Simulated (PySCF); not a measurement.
# C₄H₉FOSi: a tour of settings

Aim: see how C₄H₉FOSi (`C[C@@H]1C[C@H](F)[SiH2]O1`) answers to the choice of functional, basis, grid and SCF options.

Programs: PySCF 2.14.0, with density-fitted response routines of our own. Each step states its level of theory. These are calculated values for one molecule, in the gas phase or a continuum, unless marked as measured. Atoms count from 0, in the outputs and in this text.

## Step 1: The molecule as given

16 atoms, charge 0, multiplicity 1; geometry from: GFN2-xTB.

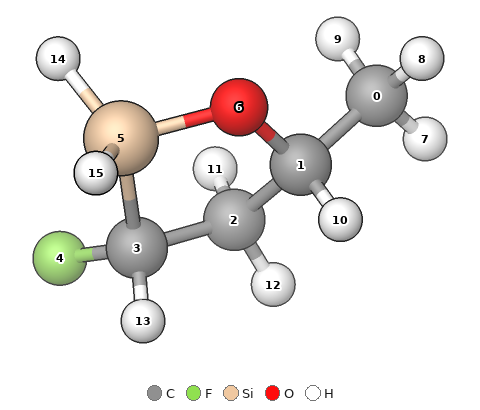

As it starts; carbon grey, fluorine green, silicon light orange, oxygen red, hydrogen white, atoms numbered.

## Step 2: NMR shieldings: PBE0/pcSseg-1

Job settings and geometry (Å):

```
{"job": {"kind": "nmr", "xc": "PBE0", "basis": "pcSseg-1"}, "charge": 0, "multiplicity": 1}
C      2.130802    -0.303973     0.201496
C      0.726714    -0.031147     0.719407
C     -0.313907    -0.988802     0.130282
C     -1.671875    -0.294908     0.198126
F     -2.519825    -0.806665    -0.772167
Si    -1.186108     1.554034    -0.037625
O      0.362673     1.302586     0.396757
H      2.429226    -1.317912     0.454180
H      2.833044     0.395647     0.646397
H      2.156967    -0.180472    -0.878226
H      0.718754    -0.109300     1.815218
H     -0.085229    -1.162672    -0.923441
H     -0.299369    -1.946525     0.650614
H     -2.172534    -0.493765     1.151860
H     -1.271022     1.973844    -1.428295
H     -1.845909     2.418973     0.931493
```

With the program's defaults for keys left out, this is: GIAO PBE0/pcSseg-1 NMR shielding, non-relativistic, gas phase.

Command:

```sh
$ OMP_NUM_THREADS=1 python probes_run.py task.json out
```

The driver reads the jobs from task.json and runs them one after another.

Output:

```text
coarse grid: 13720 points
cycle   1  E = -621.7139990422  dE =  8.592e-01  |g| = 7.968e-01  |ddm| = 3.489e+00
cycle   2  E = -621.5670062863  dE =  1.470e-01  |g| = 1.216e+00  |ddm| = 1.794e+00
cycle   3  E = -621.8252201079  dE = -2.582e-01  |g| = 1.157e-01  |ddm| = 1.273e+00
cycle   4  E = -621.8276112453  dE = -2.391e-03  |g| = 4.528e-02  |ddm| = 1.280e-01
cycle   5  E = -621.8280000625  dE = -3.888e-04  |g| = 8.954e-03  |ddm| = 3.910e-02
cycle   6  E = -621.8280099102  dE = -9.848e-06  |g| = 4.169e-03  |ddm| = 8.662e-03
cycle   7  E = -621.8280130988  dE = -3.189e-06  |g| = 3.465e-04  |ddm| = 3.100e-03
final grid: 127920 points
cycle   8  E = -621.8873830606  dE = -3.391e-05  |g| = 1.122e-02  |ddm| = 2.670e-02
cycle   9  E = -621.8873558138  dE =  2.725e-05  |g| = 1.665e-02  |ddm| = 1.967e-02
cycle  10  E = -621.8874080811  dE = -5.227e-05  |g| = 1.278e-03  |ddm| = 1.219e-02
cycle  11  E = -621.8874084168  dE = -3.357e-07  |g| = 2.328e-04  |ddm| = 1.361e-03
cycle  12  E = -621.8874084271  dE = -1.030e-08  |g| = 8.834e-05  |ddm| = 2.814e-04
cycle  13  E = -621.8874084283  dE = -1.175e-09  |g| = 2.820e-05  |ddm| = 8.090e-05
cycle  14  E = -621.8874084284  dE = -1.310e-10  |g| = 4.646e-06  |ddm| = 2.658e-05
converged SCF energy = -621.8874084284

GIAO shielding tensors (ppm)
atom      isotropic    diamagn.    paramagn.     s11        s22        s33       span
  0 C      160.297     246.354     -86.057    145.456    149.772    185.664     40.207
  1 C      110.940     244.849    -133.908     70.662    103.180    158.979     88.316
  2 C      141.128     251.952    -110.824    112.894    143.945    166.546     53.652
  3 C       93.299     248.517    -155.218     41.575     79.706    158.616    117.040
  4 F      431.443     471.949     -40.506    385.921    411.758    496.652    110.731
  5 Si     360.209     880.110    -519.901    328.329    332.028    420.270     91.941
  6 O      281.380     398.113    -116.733    249.793    268.100    326.247     76.453
  7 H       30.532      29.046       1.485     26.200     28.331     37.065     10.865
  8 H       29.867      28.409       1.457     25.791     27.336     36.472     10.681
  9 H       30.461      29.963       0.498     27.144     29.179     35.060      7.916
 10 H       27.571      31.160      -3.589     24.747     25.672     32.293      7.546
 11 H       29.818      32.665      -2.847     26.223     30.197     33.035      6.812
 12 H       29.178      31.333      -2.155     25.425     28.063     34.046      8.621
 13 H       26.098      30.250      -4.152     23.059     27.048     28.187      5.128
 14 H       26.698      29.282      -2.584     23.380     24.490     32.222      8.842
 15 H       26.791      28.886      -2.095     23.341     24.382     32.650      9.309
```

Wall time 89 s (1 thread, shared host).

Shifts follow as δ = σ(reference) − σ, with reference shieldings (ppm) from runs at the same level and on the same kind of geometry: 1H TMS 31.72, 13C TMS 186.9, 29Si TMS 349.2, 19F CFCl3 170.9, 17O H2O 336.1. The references are single molecules in the gas phase, so shifts against H2O, NH3, PH3, H3PO4 or CFCl3 are not on the usual liquid scales and can be off by tens of ppm. Atoms listed in one row are averaged.

| atoms | environment | σ (ppm) | δ (ppm) | δ scaled to CDCl3 |
| --- | --- | --- | --- | --- |
| C3 | sp3 CH bonded to F and Si | 93.3 | 93.6 | 89.5 |
| C1 | sp3 CH bonded to O | 110.9 | 76.0 | 72.2 |
| C2 | sp3 CH2 in a ring | 141.1 | 45.8 | 42.8 |
| C0 | methyl carbon | 160.3 | 26.6 | 24.1 |
| H13 | hydrogen on an sp3 CH bonded to F and Si | 26.10 | 5.62 | 5.40 |
| H14 | hydrogen on a silicon bonded to C, O, in a 5-membered ring | 26.70 | 5.02 | – |
| H15 | hydrogen on a silicon bonded to C, O, in a 5-membered ring | 26.79 | 4.93 | – |
| H10 | hydrogen on an sp3 CH bonded to O | 27.57 | 4.15 | 4.01 |
| H12 | hydrogen on an sp3 CH2 in a ring | 29.18 | 2.54 | 2.50 |
| H11 | hydrogen on an sp3 CH2 in a ring | 29.82 | 1.90 | 1.90 |
| H7, H8, H9 | hydrogen on a methyl carbon | 30.29 | 1.43 | 1.45 |
| F4 | fluorine on an sp3 carbon | 431.4 | -260.5 | – |
| Si5 | silicon bonded to C, O, 2 H, in a 5-membered ring | 360.2 | -11.1 | – |
| O6 | oxygen bonded to C, Si, in a 5-membered ring | 281.4 | 54.7 | – |

The scaled column applies a straight-line fit of computed shieldings to shifts measured in CDCl3, and one for carbons that bear F (root-mean-square error 0.16 ppm for H, 1.9 ppm for C).

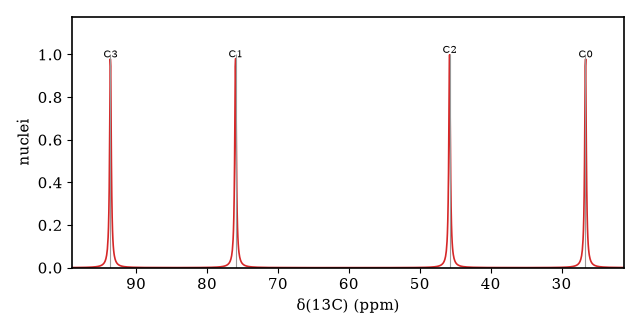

13C lines at the computed shifts, without couplings. Lines are broadened to a width of 0.27 ppm (Lorentzian).

Charges from the same density, by scheme (e):

| atoms | Mulliken | IAO | Hirshfeld | ESP fit |
| --- | --- | --- | --- | --- |
| C0 | -0.20 | -0.42 | -0.12 | -0.58 |
| C1 | -0.01 | 0.10 | 0.06 | 0.37 |
| C2 | -0.22 | -0.29 | -0.09 | -0.20 |
| C3 | -0.07 | -0.10 | -0.03 | 0.00 |
| F4 | -0.34 | -0.33 | -0.13 | -0.25 |
| Si5 | 0.85 | 0.99 | 0.41 | 0.59 |
| O6 | -0.62 | -0.66 | -0.24 | -0.47 |

IAO charges:

C0 -0.42; C1 0.10; C2 -0.29; C3 -0.10; F4 -0.33; Si5 0.99; O6 -0.66; H7 0.14; H8 0.15; H9 0.14; H10 0.12; H11 0.15; H12 0.15; H13 0.14; H14 -0.14; H15 -0.14

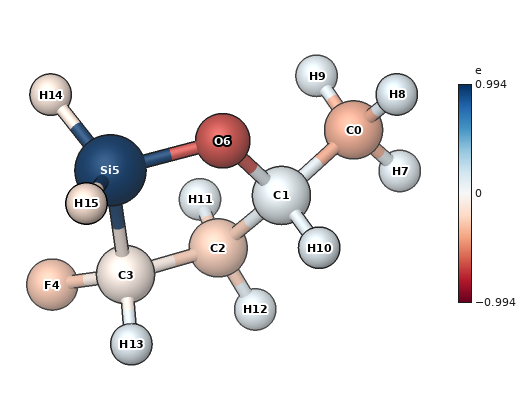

IAO charges, as colours on the atoms.

Mayer bond orders: C0–C1 1.04, C1–C2 1.00, C2–C3 1.01, C3–F4 0.85, C3–Si5 0.86, Si5–O6 1.01, O6–C1 0.85.

Ring of atoms C1, C2, C3, Si5, O6: NICS(0) -5.4, NICS(1) -3.0, NICS(1)zz -2.2 ppm (means of both faces).

The fields below are evaluated on a grid from the run's orbitals.

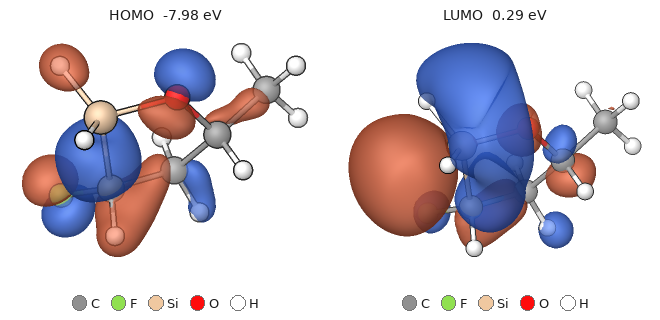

PBE0/pcSseg-1 orbitals near the gap, drawn at the value that encloses 70 % of each; the two colours are the two signs.

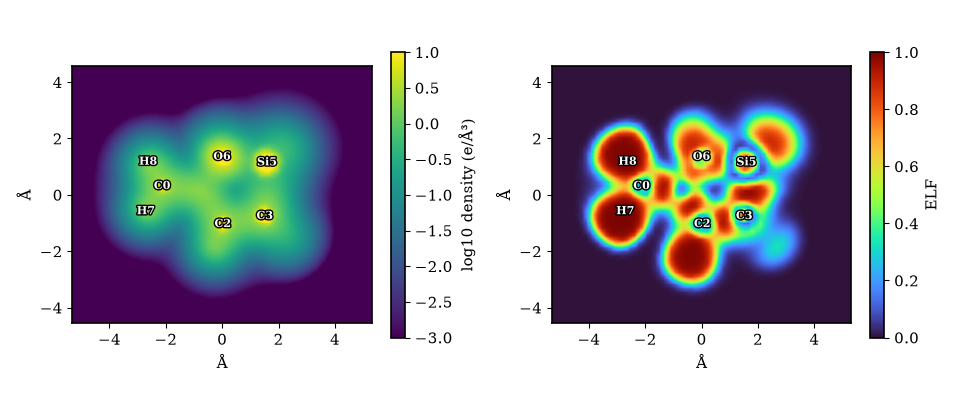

Density (left) and ELF (right) in a plane through or near 7 of the atoms.

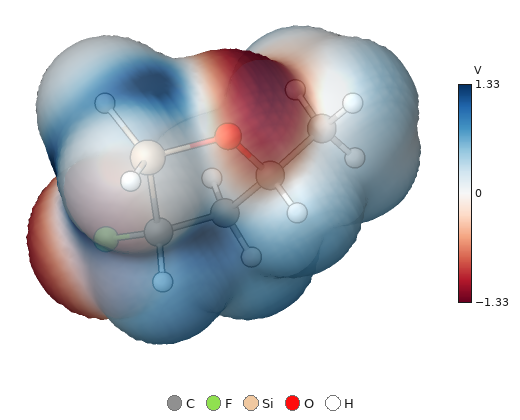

Electrostatic potential on the surface of density 0.002 e/bohr³; red is low, blue high. It runs, from the 1st to the 99th percentile, from -1.25 V near O6 to 1.33 V near Si5.

## Step 3: TDDFT and polarisability: PBE0/def2-SVPD

Same as in step 2 but for these lines:

```diff
@@ -1,2 +1,2 @@
-{"job": {"kind": "nmr", "xc": "PBE0", "basis": "pcSseg-1"}, "charge": 0, "multiplicity": 1}
+{"job": {"kind": "uv", "xc": "PBE0", "basis": "def2-SVPD", "nstates": 6, "ntriplets": 2}, "charge": 0, "multiplicity": 1}
 C      2.130802    -0.303973     0.201496
```

Method: TDDFT PBE0/def2-SVPD, vertical, gas phase, core orbitals frozen in the response.

Output:

```text
coarse grid: 13720 points
cycle   1  E = -621.4235435950  dE =  8.014e-01  |g| = 7.446e-01  |ddm| = 5.619e+00
cycle   2  E = -621.2697143692  dE =  1.538e-01  |g| = 1.178e+00  |ddm| = 2.450e+00
cycle   3  E = -621.5281655241  dE = -2.585e-01  |g| = 1.090e-01  |ddm| = 1.503e+00
cycle   4  E = -621.5303328426  dE = -2.167e-03  |g| = 4.491e-02  |ddm| = 2.086e-01
cycle   5  E = -621.5307463856  dE = -4.135e-04  |g| = 1.016e-02  |ddm| = 6.516e-02
cycle   6  E = -621.5307613105  dE = -1.492e-05  |g| = 4.066e-03  |ddm| = 1.649e-02
cycle   7  E = -621.5307644867  dE = -3.176e-06  |g| = 3.663e-04  |ddm| = 4.902e-03
final grid: 127920 points
cycle   8  E = -621.6200895066  dE = -3.407e-05  |g| = 1.076e-02  |ddm| = 1.200e-01
cycle   9  E = -621.6200629220  dE =  2.658e-05  |g| = 1.601e-02  |ddm| = 3.503e-02
cycle  10  E = -621.6201135138  dE = -5.059e-05  |g| = 1.262e-03  |ddm| = 2.094e-02
cycle  11  E = -621.6201138631  dE = -3.493e-07  |g| = 2.177e-04  |ddm| = 1.888e-03
cycle  12  E = -621.6201138727  dE = -9.559e-09  |g| = 8.942e-05  |ddm| = 4.866e-04
cycle  13  E = -621.6201138740  dE = -1.359e-09  |g| = 3.116e-05  |ddm| = 1.427e-04
cycle  14  E = -621.6201138742  dE = -1.785e-10  |g| = 5.397e-06  |ddm| = 5.198e-05
converged SCF energy = -621.6201138742

Static polarisability (au): isotropic 74.287, principal 66.652 72.953 83.257

Singlet excitations
state   eV       nm        f      main configurations
  1   6.7246    184.4   0.02454   H->L 0.91
  2   6.7956    182.4   0.00696   H-1->L 0.92
  3   7.3880    167.8   0.00558   H->L+1 0.94
  4   7.5042    165.2   0.03065   H-1->L+1 0.94
  5   7.8870    157.2   0.00763   H-2->L 0.90
  6   8.0349    154.3   0.02278   H-1->L+2 0.25, H->L+2 0.23, H->L+4 0.20

Triplet excitations (Tamm-Dancoff, eV): 6.2345 6.4957
```

Wall time 2.1 min (1 thread, shared host).

Frontier orbitals and where they lie:

| orbital | eV | atoms |
| --- | --- | --- |
| HOMO−3 | -9.58 | O6 23 %, C2 16 %, F4 15 % |
| HOMO−2 | -9.10 | C2 17 %, O6 15 %, C1 15 % |
| HOMO−1 | -8.13 | O6 38 %, Si5 12 %, C1 10 % |
| HOMO | -8.05 | C3 22 %, O6 21 %, F4 16 % |
| LUMO | 0.04 | Si5 34 %, H14 11 %, H15 10 % |
| LUMO+1 | 0.55 | Si5 24 %, C3 10 %, H13 8 % |
| LUMO+2 | 1.16 | Si5 24 %, C0 12 %, H15 9 % |

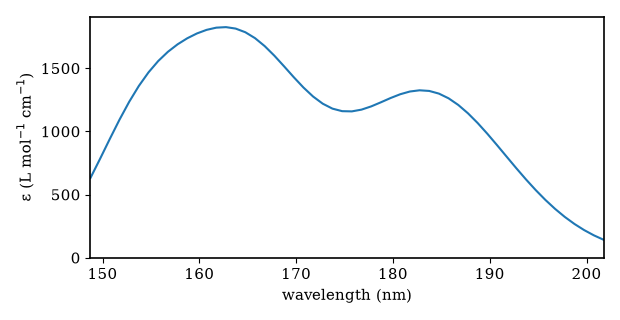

Absorption spectrum: each of the 6 states is a Gaussian band of 0.4 eV half-width at 1/e. Beyond the last state computed it falls off for lack of states.

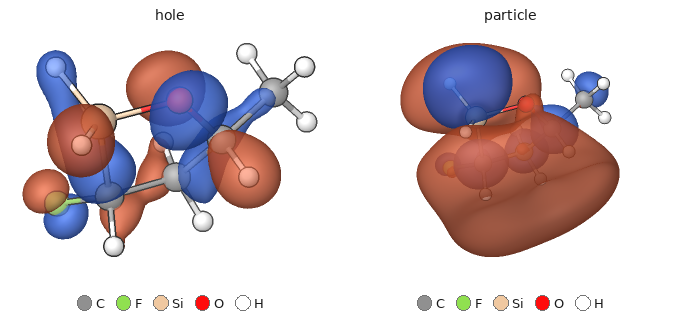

Leading natural transition orbitals of singlet state 4: the electron leaves the hole (left) for the particle orbital (right).

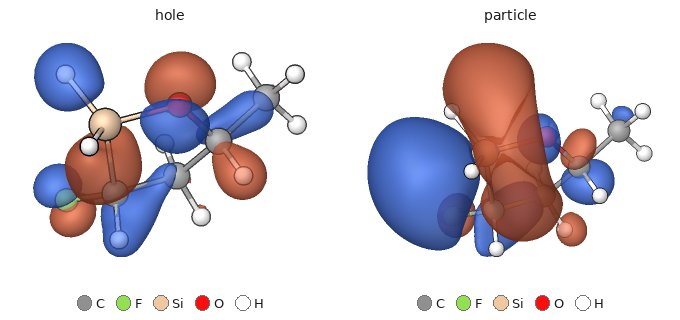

Leading natural transition orbitals of singlet state 1: the electron leaves the hole (left) for the particle orbital (right).

Further results of this job:

| property | computed |
| --- | --- |
| dipole moment (D) | 1.52 |
| polarisability (Å³) | 11.01 |
| HOMO–LUMO gap (eV) | 8.09 |
| −ε(HOMO) (eV) | 8.05 |

[end of part 1 of 2]
